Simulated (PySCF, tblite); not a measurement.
**C₅H₅ClO: dynamics, then NMR shifts on frames, part 1 of 2**

Aim: move C₅H₅ClO (`C#C/C(Cl)=C\OC`) away from its starting geometry and see how NMR shifts follow the geometry.

Computed with tblite 0.8.0 and PySCF 2.14.0, with density-fitted response routines of our own, on a single molecule in the gas phase. Atoms count from 0, in the outputs and in this text.

### Step 1. Starting geometry

12 atoms, charge 0, multiplicity 1; geometry from: GFN2-xTB.

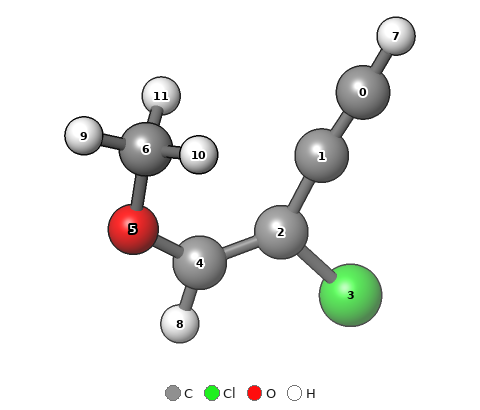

The starting geometry (carbon grey, chlorine green, oxygen red, hydrogen white), atoms numbered.

### Step 2. Thermal motion with GFN2-xTB

What the job is given:

```
{"job": {"kind": "md", "xc": "GFN2-xTB", "basis": "xTB", "temperature": 600, "steps": 2000, "every": 50, "frames": 5}, "charge": 0, "multiplicity": 1}
C      0.978492     1.989747    -0.834340
C      1.022505     0.841136    -0.481110
C      1.216125    -0.496899    -0.097559
Cl     2.879487    -1.032138    -0.275300
C      0.334998    -1.392330     0.370065
O     -0.981186    -1.272814     0.607071
C     -1.616783    -0.040551     0.346017
H      0.884676     2.990830    -1.131699
H      0.671178    -2.390528     0.615857
H     -2.662663    -0.186944     0.610644
H     -1.189663     0.760479     0.953993
H     -1.535969     0.229325    -0.709666
```

Level: GFN2-xTB Langevin dynamics, gas phase.

Started as:

```sh
$ OMP_NUM_THREADS=1 python probes_run.py task.json out
```

This one command runs all jobs of the session in turn.

The log of the run:

```text
t/fs     T/K      E/eV
    0.0   523.0   -592.45208
   25.0   380.2   -591.94323
   50.0   463.9   -591.68580
   75.0   736.4   -591.85766
  100.0   658.4   -591.87925
  125.0   554.9   -591.86341
  150.0   468.2   -591.70281
  175.0   574.2   -591.68018
  200.0   474.1   -591.69786
  225.0   558.3   -592.01727
  250.0   530.9   -591.69462
  275.0   382.0   -591.34915
  300.0   697.4   -591.71239
  325.0   844.5   -591.82671
  350.0   716.7   -591.57971
  375.0   533.7   -591.30491
  400.0   828.5   -591.52919
  425.0   701.5   -591.32875
  450.0   721.0   -591.23491
  475.0   736.2   -591.66142
  500.0   593.3   -591.57047
  525.0   606.4   -591.56030
  550.0   476.3   -591.65830
  575.0   671.3   -591.83431
  600.0   726.6   -591.64016
  625.0   568.2   -591.60592
  650.0   443.1   -591.67529
  675.0   556.2   -591.79945
  700.0   831.3   -591.80244
  725.0   897.4   -591.97103
  750.0   416.3   -591.74989
  775.0   492.4   -591.76287
  800.0   437.1   -591.79699
  825.0   385.4   -591.66408
  850.0   450.8   -592.02339
  875.0   591.3   -592.05823
  900.0   365.0   -591.72274
  925.0   552.1   -591.80901
  950.0   490.6   -591.83798
  975.0   582.3   -591.66679
 1000.0   600.3   -591.59028
```

It took 17 s on 1 thread of Arm Neoverse N1, shared host; peak memory 0.18 GiB.

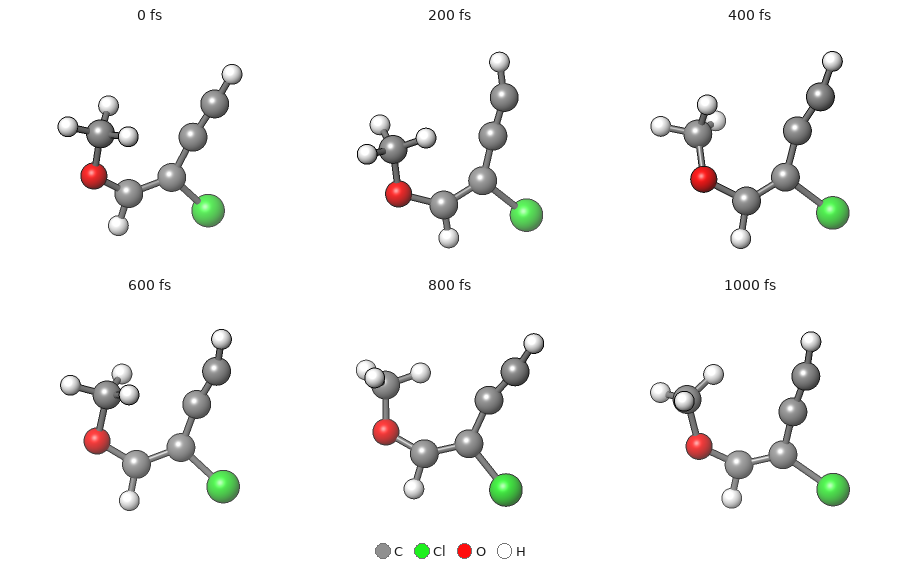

Frames of the run.

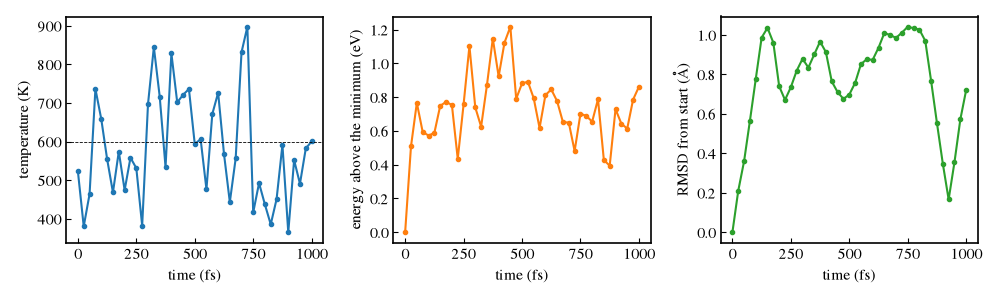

Temperature, potential energy and distance from the start.

Positions (Å) and forces (eV/Å) at 1000 fs:

```xyz
12

C    -0.516    1.469    0.008    0.126   -1.193   -0.080
C    -0.170    0.331    0.267    0.187    1.129   -0.426
C     0.381   -0.947    0.578   -0.290    2.232   -0.103
Cl    2.098   -0.855    1.044   -0.803   -0.520   -0.338
C    -0.433   -1.996    0.579    0.146    0.301    0.859
O    -1.750   -2.135    0.529   -1.597    0.555   -0.477
C    -2.835   -1.205    0.074    2.776    0.648    1.688
H    -0.954    2.342   -0.397    0.206   -0.136    0.344
H    -0.051   -2.901    0.945    0.610   -1.415    0.140
H    -3.288   -0.682    0.970    0.110   -1.149   -1.044
H    -2.451   -0.431   -0.569    0.497    0.439   -0.112
H    -3.311   -1.877   -0.557   -1.967   -0.891   -0.450
```

### Step 3. Shielding tensors: 250 fs, PBE0/pcSseg-1

What the job is given:

```
{"job": {"kind": "nmr", "xc": "PBE0", "basis": "pcSseg-1", "pop": false}, "charge": 0, "multiplicity": 1}
C      0.070400     2.190100    -0.867000
C      0.239700     1.096000    -0.416000
C      0.689200    -0.162900     0.281100
Cl     2.325900    -0.317300     0.118500
C     -0.159000    -1.112400     0.753400
O     -1.411800    -1.194200     1.138000
C     -2.345500    -0.431100     0.398200
H     -0.395900     2.870800    -1.496300
H      0.371100    -2.000400     1.105500
H     -2.319900    -0.959400    -0.584400
H     -3.365100    -0.478300     0.804300
H     -2.097400     0.603900     0.212100
```

Method: GIAO PBE0/pcSseg-1 NMR shielding, non-relativistic, gas phase.

The log of the run:

```text
coarse grid: 11240 points
cycle   1  E = -728.1877670115  dE =  1.161e+00  |g| = 5.344e-01  |ddm| = 3.414e+00
cycle   2  E = -728.1136107554  dE =  7.416e-02  |g| = 8.076e-01  |ddm| = 1.283e+00
cycle   3  E = -728.2384033655  dE = -1.248e-01  |g| = 1.711e-01  |ddm| = 8.610e-01
cycle   4  E = -728.2445023345  dE = -6.099e-03  |g| = 7.165e-02  |ddm| = 2.136e-01
cycle   5  E = -728.2456642023  dE = -1.162e-03  |g| = 1.842e-02  |ddm| = 6.225e-02
cycle   6  E = -728.2457257637  dE = -6.156e-05  |g| = 7.522e-03  |ddm| = 2.051e-02
cycle   7  E = -728.2457396123  dE = -1.385e-05  |g| = 2.458e-03  |ddm| = 9.193e-03
cycle   8  E = -728.2457410985  dE = -1.486e-06  |g| = 4.385e-04  |ddm| = 2.582e-03
final grid: 105856 points
cycle   9  E = -728.2989843133  dE = -2.691e-05  |g| = 1.001e-02  |ddm| = 2.863e-02
cycle  10  E = -728.2989607461  dE =  2.357e-05  |g| = 1.515e-02  |ddm| = 1.844e-02
cycle  11  E = -728.2990018817  dE = -4.114e-05  |g| = 2.261e-03  |ddm| = 1.235e-02
cycle  12  E = -728.2990029795  dE = -1.098e-06  |g| = 6.061e-04  |ddm| = 2.351e-03
cycle  13  E = -728.2990030561  dE = -7.653e-08  |g| = 2.242e-04  |ddm| = 5.988e-04
cycle  14  E = -728.2990030672  dE = -1.111e-08  |g| = 7.112e-05  |ddm| = 2.419e-04
cycle  15  E = -728.2990030684  dE = -1.198e-09  |g| = 2.319e-05  |ddm| = 8.017e-05
cycle  16  E = -728.2990030685  dE = -1.360e-10  |g| = 4.368e-06  |ddm| = 2.291e-05
converged SCF energy = -728.2990030685

GIAO shielding tensors (ppm)
atom      isotropic    diamagn.    paramagn.     s11        s22        s33       span
  0 C      102.674     266.789    -164.115     38.572     52.926    216.522    177.950
  1 C       87.086     261.119    -174.032    -22.590     -9.043    292.892    315.482
  2 C       83.710     253.590    -169.880      2.878    114.580    133.673    130.796
  3 Cl     774.290    1146.336    -372.046    644.421    690.316    988.133    343.712
  4 C       27.321     246.245    -218.924    -73.476     52.184    103.257    176.733
  5 O      221.083     391.837    -170.754     97.801    234.449    330.999    233.199
  6 C      129.125     247.889    -118.764    100.811    106.870    179.694     78.883
  7 H       29.263      32.689      -3.426     24.863     25.420     37.507     12.644
  8 H       25.137      28.767      -3.630     20.563     24.958     29.889      9.326
  9 H       27.481      29.129      -1.649     24.244     25.287     32.911      8.667
 10 H       27.623      27.341       0.282     24.300     25.810     32.760      8.461
 11 H       26.756      30.947      -4.191     20.807     29.125     30.336      9.530
```

Run time: 24 s. Hardware: 1 thread of Arm Neoverse N1, shared host; peak memory 0.71 GiB.

The references, computed at this level on geometries of the same kind, shield at (ppm): ¹H TMS 31.72, ¹³C TMS 186.9, ¹⁷O H2O 336.1, ³⁵Cl HCl 950. Their shielding less the atom's gives the shift. The references are single molecules in the gas phase, so shifts against H2O, NH3, PH3, H3PO4 or CFCl3 are not on the usual liquid scales and can be off by tens of ppm. Each atom is listed at this fixed geometry, with no averaging over motion; a spectrum would average atoms that exchange fast.

```
atoms                                    environment  σ (ppm)  δ (ppm)
   C4                   alkene carbon bearing oxygen     27.3    159.6
   C2  β carbon of an enol-ether or enamine type C=C     83.7    103.2
   C1                                  alkyne carbon     87.1     99.8
   C0                         terminal alkyne carbon    102.7     84.3
   C6                      methyl carbon bonded to O    129.1     57.8
   H8    hydrogen on an alkene carbon bearing oxygen    25.14     6.58
  H11        hydrogen on a methyl carbon bonded to O    26.76     4.96
   H9        hydrogen on a methyl carbon bonded to O    27.48     4.24
  H10        hydrogen on a methyl carbon bonded to O    27.62     4.09
   H7           hydrogen on a terminal alkyne carbon    29.26     2.45
  Cl3                           chlorine bonded to C      774      175
   O5                                   ether oxygen    221.1    115.0
```

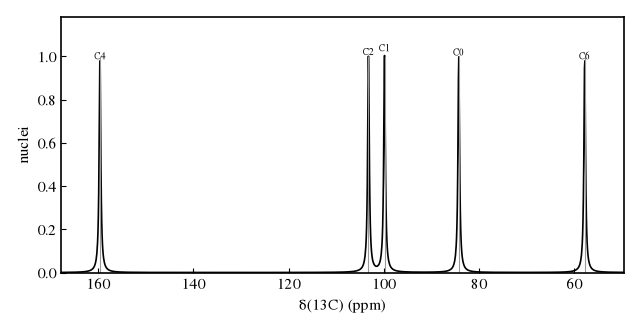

¹³C lines at the computed shifts, without couplings. Lines are broadened to a width of 0.41 ppm (Lorentzian).

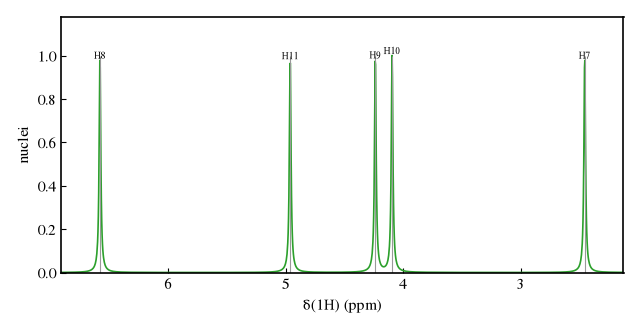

¹H lines at the computed shifts, without couplings. Lines are broadened to a width of 0.02 ppm (Lorentzian).

### Step 4. Nuclear shieldings: 425 fs, PBE0/pcSseg-1

What the job is given:

```
{"job": {"kind": "nmr", "xc": "PBE0", "basis": "pcSseg-1", "pop": false}, "charge": 0, "multiplicity": 1}
C     -0.216600     1.826600    -0.246400
C      0.111600     0.672000    -0.154300
C      0.374400    -0.582800     0.501400
Cl     2.031700    -0.513700     0.651100
C     -0.538900    -1.292700     1.149100
O     -1.904900    -1.397200     0.939100
C     -2.381100    -1.102100    -0.334200
H     -0.378000     2.823300    -0.475700
H     -0.325900    -2.025100     1.909800
H     -2.078400    -1.724000    -1.098500
H     -3.468200    -1.046000    -0.426400
H     -2.092800    -0.209900    -0.766600
```

With the program's defaults for keys left out, this is: GIAO PBE0/pcSseg-1 NMR shielding, non-relativistic, gas phase.

The log of the run:

```text
coarse grid: 11240 points
cycle   1  E = -728.1721450134  dE =  1.269e+00  |g| = 5.251e-01  |ddm| = 3.383e+00
cycle   2  E = -728.1035834526  dE =  6.856e-02  |g| = 7.881e-01  |ddm| = 1.327e+00
cycle   3  E = -728.2223501869  dE = -1.188e-01  |g| = 1.671e-01  |ddm| = 8.793e-01
cycle   4  E = -728.2276749260  dE = -5.325e-03  |g| = 7.657e-02  |ddm| = 2.037e-01
cycle   5  E = -728.2289878692  dE = -1.313e-03  |g| = 2.066e-02  |ddm| = 6.829e-02
cycle   6  E = -728.2290721708  dE = -8.430e-05  |g| = 7.172e-03  |ddm| = 2.159e-02
cycle   7  E = -728.2290842600  dE = -1.209e-05  |g| = 2.451e-03  |ddm| = 8.921e-03
cycle   8  E = -728.2290857617  dE = -1.502e-06  |g| = 4.760e-04  |ddm| = 2.675e-03
final grid: 105856 points
cycle   9  E = -728.2831352663  dE = -3.265e-05  |g| = 1.075e-02  |ddm| = 2.830e-02
cycle  10  E = -728.2831102478  dE =  2.502e-05  |g| = 1.602e-02  |ddm| = 1.888e-02
cycle  11  E = -728.2831555501  dE = -4.530e-05  |g| = 2.290e-03  |ddm| = 1.278e-02
cycle  12  E = -728.2831566114  dE = -1.061e-06  |g| = 7.085e-04  |ddm| = 2.516e-03
cycle  13  E = -728.2831567192  dE = -1.078e-07  |g| = 2.498e-04  |ddm| = 6.942e-04
cycle  14  E = -728.2831567333  dE = -1.417e-08  |g| = 6.310e-05  |ddm| = 2.443e-04
cycle  15  E = -728.2831567342  dE = -8.745e-10  |g| = 2.669e-05  |ddm| = 7.794e-05
converged SCF energy = -728.2831567342

GIAO shielding tensors (ppm)
atom      isotropic    diamagn.    paramagn.     s11        s22        s33       span
  0 C       89.232     259.328    -170.097     38.528     47.570    181.597    143.069
  1 C      101.871     261.757    -159.886    -10.914      8.278    308.249    319.163
  2 C       87.323     257.072    -169.748     13.055     99.612    149.302    136.247
  3 Cl     731.661    1145.993    -414.333    584.729    665.179    945.074    360.346
  4 C       27.110     243.724    -216.614    -62.416     41.108    102.637    165.054
  5 O      232.979     389.731    -156.751     94.433    279.188    325.317    230.884
  6 C      142.274     246.964    -104.690    109.479    119.011    198.333     88.854
  7 H       28.890      32.990      -4.100     25.193     25.601     35.877     10.685
  8 H       24.949      28.258      -3.309     20.837     25.400     28.611      7.774
  9 H       30.348      31.137      -0.788     26.589     27.481     36.975     10.386
 10 H       28.324      27.452       0.872     24.313     25.735     34.924     10.610
 11 H       28.671      33.202      -4.531     23.262     30.006     32.745      9.483
```

Wall time 23 s (1 thread of Arm Neoverse N1, shared host); peak memory 0.73 GiB.

Key values: δ C4 159.8, C2 99.6, C0 97.7, C1 85.1, H8 6.77, H10 3.39 ppm.

(Continued in part 2 of 2.)
